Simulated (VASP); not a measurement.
Band structure of SrTiO₃ (cubic perovskite). These are optB88-vdW, VASP's PBE PAW potentials (set 64) (plane waves; VASP) values and carry that method's errors.

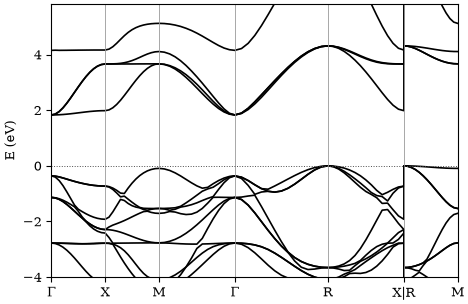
*Bands along high-symmetry lines, zero at the valence-band maximum or, without a gap, the Fermi level*

**Question.** Read the plot: is there a gap, and where are the band edges?

**Answer.** The gap is indirect, 1.83 eV, from the valence maximum at R to the conduction minimum at Γ. (Edges off the drawn lines would not show.)

Measured: gap 3.59 eV (computed value off by -1.76 eV), as given by Anna Miglio et al., npj Computational Materials (2020), arXiv:2011.12765 [zero-point renormalisation of 336 meV (experimental, the table's column) added back].

The compound is SrTiO3 in the cubic perovskite structure, the ideal cubic form; the compound distorts at low or room temperature. It was relaxed first.
